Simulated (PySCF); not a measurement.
## Electronic structure of C6H10Si2 in real space

Input file:

```
{"job": {"kind": "uv", "xc": "CAM-B3LYP", "basis": "def2-SVPD", "nstates": 8, "ntriplets": 3}, "charge": 0, "multiplicity": 1}
C     -0.419592     3.244633    -0.386016
C     -0.093463     2.127331    -0.689320
Si     0.368708     0.383660    -1.131742
Si    -1.289757    -1.104697    -0.501266
C     -2.241468    -0.435932     1.001238
C      2.001159     0.038556    -0.230904
C      2.043553    -0.737176     1.067118
C      2.472914    -1.374909     0.026854
H     -0.695414     4.227001    -0.126797
H      0.654054     0.430120    -2.580671
H     -0.749917    -2.426113    -0.138947
H     -2.263400    -1.349865    -1.575912
H     -2.665171     0.541995     0.788657
H     -3.056337    -1.094334     1.288780
H     -1.588631    -0.326619     1.863062
H      2.782940     0.788889    -0.367402
H      1.844070    -0.685419     2.108471
H      2.886994    -2.240805    -0.426860
```

Command:

```sh
OMP_NUM_THREADS=1 python probes_run.py task.json out
```

Geometry: GFN2-xTB.

The calculation used PySCF 2.14.0, CAM-B3LYP/def2-SVPD, SCF density, gas phase.

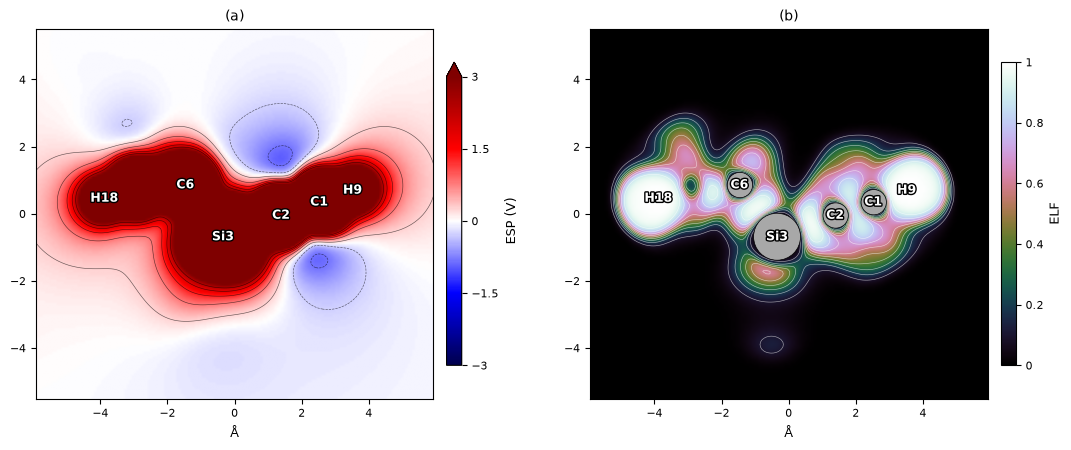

Figure 1. (a) molecular electrostatic potential; (b) ELF on the plane of atoms C2, Si3 and C6. Grey discs cover the atomic cores in the ELF map.

Interpret the plot.

Answer.
- Atoms in the plane: C, Si and H.
- C–C (1.20 Å): the ELF peaks at about 0.85 between the atoms: a short, multiple covalent bond.
- C–Si (1.86 Å): the ELF peaks at about 1 between the atoms; a shared electron pair.
- C–H (1.05 Å): the ELF climbs to about 1 towards the hydrogen, as it does in any bond to H: an ordinary covalent bond to hydrogen.
- C–Si (1.90 Å): the ELF peaks at about 0.95 between the atoms: localised, covalent bonding.
- Outside the dense part of the molecule the potential is most negative (−0.9 V) near C2.

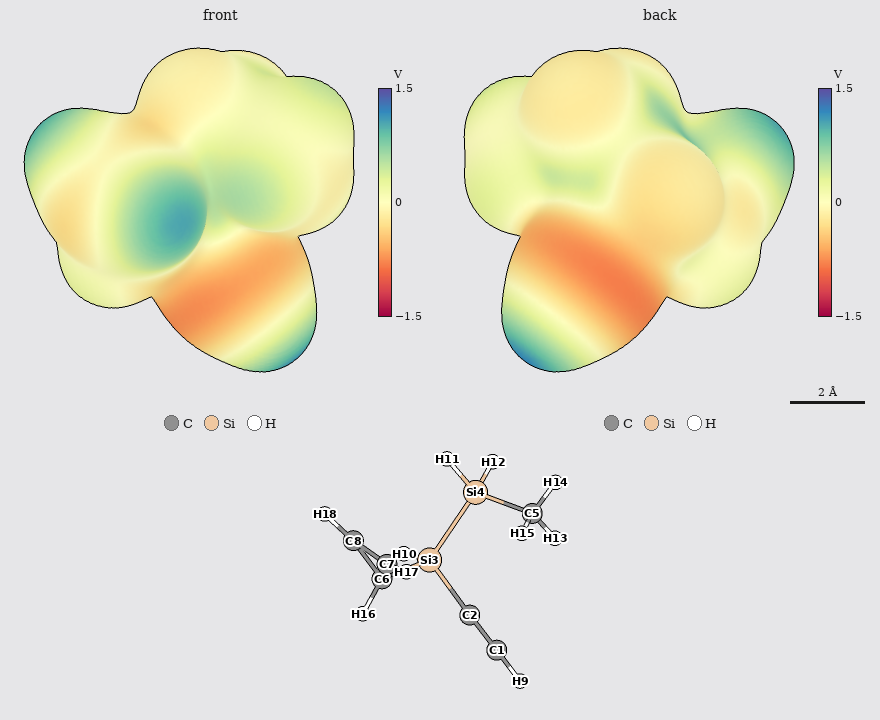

Figure 2. The molecular electrostatic potential painted on the density surface at 0.001 e/bohr³, seen from the front and from behind; the colour scale runs from red (negative) to blue (positive). The bare structure is drawn below in the same view.

Where is the surface potential most negative and most positive?

Answer. The most negative region (about −0.8 V, or −18 kcal/mol for a unit charge) lies over C1 and C2, the most positive (about +1.1 V, or +25 kcal/mol for a unit charge) over H9.
